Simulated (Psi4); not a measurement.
**B2PLYP/def2-SVP (core potential, density fitting for correlation) run of SnH2F2 (SMILES [F][SnH2][F])**

Aim: the energy change on altering one bond length of SnH2F2 at B2PLYP/def2-SVP (core potential, density fitting for correlation), from 2 runs. 

The calculation is run with Psi4 1.11.

4 further runs of the same task are left out: 3 that didn't finish, 1 set aside as unsound or not needed.

**1. The molecule**

SnH2F2: 5 atoms, total charge 0, spin state singlet. SMILES: `[F][SnH2][F]`. The coordinates come from a PBE0-D4/def2-TZVP relaxation.

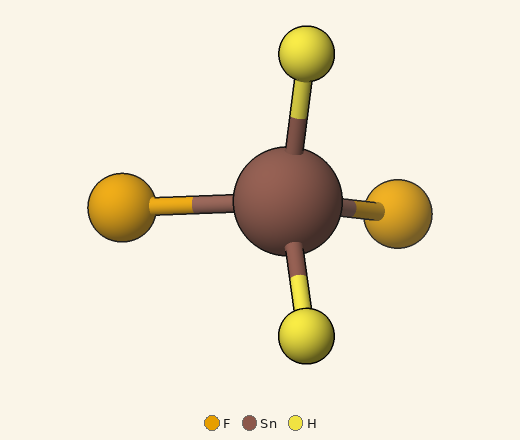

The structure, seen from a chosen angle (fluorine amber, tin brown, hydrogen yellow).

**2. The energy at B2PLYP/def2-SVP (core potential, density fitting for correlation)**

Contents of calc.in:

```
memory 2200 MB

molecule mol {
  F     -0.343500    -0.356300     1.741400
  Sn     0.128900    -0.073200    -0.086200
  F     -1.231200     1.110700    -0.712400
  H     -0.087400    -1.547100    -0.889100
  H      1.583200     0.792100    -0.095000
  symmetry c1
}

set {
  puream               true
  e_convergence        1e-09
  d_convergence        1e-08
  scf_type             pk
  dft_radial_points    99
  dft_spherical_points 590
  num_frozen_docc      6
}

energy("b2plyp/def2-SVP")
```

Launch:

```
$ psi4 -i calc.in -o calc.out -n 1
```

calc.out, shortened:

```text
[...]
    !!!  WARNING: ECP capability is in beta. Please check occupations closely.  !!!
[...]
  Running in c1 symmetry.
[...]
  Nuclear repulsion =  144.609737025789201
[...]
  Multiplicity = 1
[...]
  Nalpha       = 21
  Nbeta        = 21
[...]
    Number of basis functions: 64
[...]
   @RKS iter   1:  -414.35909973428011   -1.83898e+00   8.75904e-03 ADIIS/DIIS
[...]
   @RKS iter  10:  -414.46951412271005   -4.09273e-12   5.25634e-09 DIIS
[...]
    Orbital Energies [Eh]
    ---------------------
    Doubly Occupied:
       1A    -25.310192     2A    -25.310170     3A     -5.474567
       4A     -3.755108     5A     -3.753944     6A     -3.750964
       7A     -1.297282     8A     -1.285694     9A     -1.206142
      10A     -1.204838    11A     -1.202625    12A     -1.189726
      13A     -1.169565    14A     -0.621579    15A     -0.499844
      16A     -0.499638    17A     -0.495488    18A     -0.470908
      19A     -0.462812    20A     -0.449109    21A     -0.408403
[...]
  @RKS Final Energy:  -414.46951412271005
   => Energetics <=
    Nuclear Repulsion Energy =            144.6097370257892010
    One-Electron Energy =                -944.9172186756076144
    Two-Electron Energy =                 404.9473978253385553
    DFT Exchange-Correlation Energy =     -19.1094302982301798
    Empirical Dispersion Energy =           0.0000000000000000
    VV10 Nonlocal Energy =                  0.0000000000000000
    Total Energy =                       -414.4695141227100521
[...]
 Multipole Moments:
 ------------------------------------------------------------------------------------
     Multipole            Electronic (a.u.)      Nuclear  (a.u.)        Total (a.u.)
 ------------------------------------------------------------------------------------
 L = 1.  Multiply by 2.5417464519 to convert [e a0] to [Debye]
 Dipole X            :         13.2708180          -12.1669827            1.1038353
 Dipole Y            :         -6.5234509            5.9808578           -0.5425931
 Dipole Z            :         -8.7002949            7.9766790           -0.7236159
 Magnitude           :                                                    1.4270527
[...]
```

Wall time 15 s (1 thread of Intel Xeon at 2.50GHz (Skylake/Cascade Lake), shared host); peak memory 0.66 GiB.

**3. The distorted shape, same level**

Contents of calc.in:

```
memory 2.2 GB

molecule {
  F      0.064548    -0.711486     1.929268
  Sn     0.536948    -0.428386     0.101668
  F     -1.231200     1.110700    -0.712400
  H      0.320648    -1.902286    -0.701232
  H      1.991248     0.436914     0.092868
  units angstrom
  symmetry c1
}

set {
  basis                def2-SVP
  puream               true
  e_convergence        1e-09
  d_convergence        1e-08
  scf_type             pk
  dft_radial_points    99
  dft_spherical_points 590
  num_frozen_docc      6
}

energy("b2plyp")
```

Launch:

```
$ psi4 -n 1 calc.in calc.out
```

calc.out, shortened:

```text
[...]
    !!!  WARNING: ECP capability is in beta. Please check occupations closely.  !!!
[...]
  Running in c1 symmetry.
[...]
  Nuclear repulsion =  129.533259418077279
[...]
  Multiplicity = 1
[...]
  Nalpha       = 21
  Nbeta        = 21
[...]
    Number of basis functions: 64
[...]
   @RKS iter   1:  -414.24151417905574   -1.99260e+00   9.91885e-03 DIIS/ADIIS
[...]
   @RKS iter  12:  -414.40148843371355   -6.59384e-12   4.83203e-09 DIIS
[...]
    Orbital Energies [Eh]
    ---------------------
    Doubly Occupied:
       1A    -25.334220     2A    -25.240588     3A     -5.506517
       4A     -3.786833     5A     -3.785009     6A     -3.781599
       7A     -1.315887     8A     -1.237582     9A     -1.235598
      10A     -1.233434    11A     -1.231877    12A     -1.206678
      13A     -1.150437    14A     -0.630556    15A     -0.509479
      16A     -0.501880    17A     -0.493943    18A     -0.440276
      19A     -0.385513    20A     -0.383539    21A     -0.382716
[...]
  @RKS Final Energy:  -414.40148843371355
   => Energetics <=
    Nuclear Repulsion Energy =            129.5332594180772787
    One-Electron Energy =                -914.7486577900759812
    Two-Electron Energy =                 389.8769758170593605
    DFT Exchange-Correlation Energy =     -19.0630658787742071
    Empirical Dispersion Energy =           0.0000000000000000
    VV10 Nonlocal Energy =                  0.0000000000000000
    Total Energy =                       -414.4014884337135527
[...]
 Multipole Moments:
 ------------------------------------------------------------------------------------
     Multipole            Electronic (a.u.)      Nuclear  (a.u.)        Total (a.u.)
 ------------------------------------------------------------------------------------
 L = 1.  Multiply by 2.5417464519 to convert [e a0] to [Debye]
 Dipole X            :         17.0557083          -15.2592883            1.7964200
 Dipole Y            :         -9.8155906            8.6725599           -1.1430307
 Dipole Z            :         -6.9648692            6.5529611           -0.4119082
 Magnitude           :                                                    2.1687122
[...]
```

Wall time 16 s (1 thread of Intel Xeon at 2.50GHz (Skylake/Cascade Lake), shared host); peak memory 0.64 GiB.

**4. Summary of results**

Level: B2PLYP/def2-SVP (core potential, density fitting for correlation), 6 core orbitals frozen.

| quantity | value |
| --- | --- |
| first shape: total energy | -414.63050 Eh |
| first shape: HOMO energy (SCF part's orbitals) | -11.11 eV |
| first shape: LUMO energy (SCF part's orbitals) | 0.65 eV |
| first shape: HOMO–LUMO gap (SCF part's orbitals) | 11.76 eV |
| distorted shape: total energy | -414.56831 Eh |
| distorted shape: HOMO energy (SCF part's orbitals) | -10.41 eV |
| distorted shape: LUMO energy (SCF part's orbitals) | -1.49 eV |
| distorted shape: HOMO–LUMO gap (SCF part's orbitals) | 8.92 eV |
| energy change with the Sn2–F3 bond stretched from 1.909 to 2.481 Å | 1.692 eV |

In words: With the Sn2–F3 bond stretched from 1.909 to 2.481 Å the energy rises by 1.69 eV (163 kJ/mol). The first shape isn't relaxed at this level, so the change isn't measured from a minimum.
